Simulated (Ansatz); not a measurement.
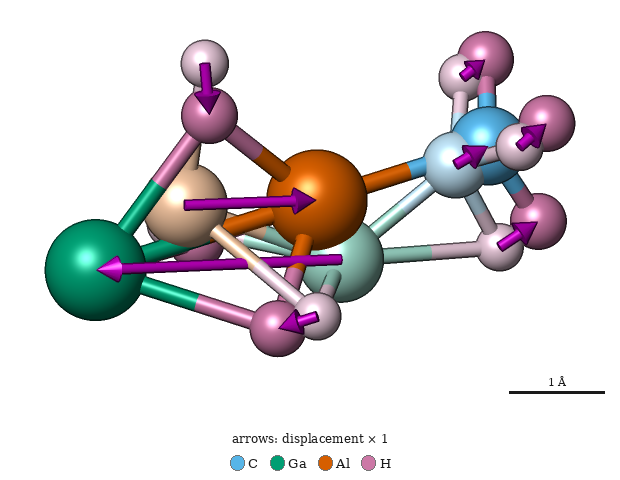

This is a relaxation of CH₆AlGa (coarse preliminary run). The starting structure is drawn faded, the final one solid; purple arrows show the displacements, at their true length. The two geometries are superimposed by the best rigid fit.

The picture is a ball-and-stick view, seen at a tilt.

The start comes from a force field.

Method: Ansatz 0.2.0, RKS PBE-D4/def2-SVP.

The input:
```yaml
crystal:
  periodic: [false, false, false]
  atoms:
    - {symbol: C, position_ang: [-0.868700, 0.697100, -0.341700]}
    - {symbol: Ga, position_ang: [0.185800, -0.431000, -0.621100]}
    - {symbol: Al, position_ang: [1.299000, -1.044100, 0.745800]}
    - {symbol: H, position_ang: [-0.538300, 1.819300, -0.370300]}
    - {symbol: H, position_ang: [-1.208400, 0.420600, -1.393800]}
    - {symbol: H, position_ang: [-1.777400, 0.627000, 0.333600]}
    - {symbol: H, position_ang: [1.593400, 0.029200, -0.842700]}
    - {symbol: H, position_ang: [0.262400, -2.136100, 0.441600]}
    - {symbol: H, position_ang: [1.140700, -0.028200, 2.031500]}
basis:
  gaussian: {orbitals: def2-SVP}
hamiltonian: {xc: pbe, dispersion: d4}
relax: {f_tol: 0.03, max_steps: 200}
```

Run as
```bash
ansatz run in.yaml --threads 2 --pin off --events-out ev --progress --plain --max-ram 4352MiB
```

Atoms of which element are displaced furthest, and by how much?

Gallium: up to 2.76 Å, against 1.44 Å for aluminium.

What did the optimiser do to the structure, and how much energy did it gain?

After 36 accepted moves (37 points after the start) the energy has fallen by 9.911 eV. Largest force component: 12 eV/Å at the start, 0.007 eV/Å at the end. The line search rejected the trial step at point 24 of the run. Ga2 moves most after the best rigid fit: 2.76 Å. Largest moves by element: Ga 2.76 Å, Al 1.44 Å, H 0.56 Å, C 0.42 Å. Among the contacts that change: Ga2–H5 1.807 → 5.001 Å, C1–Ga2 1.569 → 4.494 Å, C1–Al3 2.986 → 1.963 Å, Ga2–H9 2.848 → 2.035 Å. New bonds form: C1–Al3 (2.99 → 1.96 Å). Bonds break: C1–Ga2 (1.57 → 4.49 Å), Ga2–H5 (1.81 → 5.00 Å). Among the angles between lasting bonds that change: Ga2–Al3–H9 108.2° → 53.2°, H8–Al3–H9 121.9° → 87.8°, H7–Al3–H8 109.5° → 87.8°. Cost: 68 s on 2 threads of Arm Neoverse V1, on a shared host.
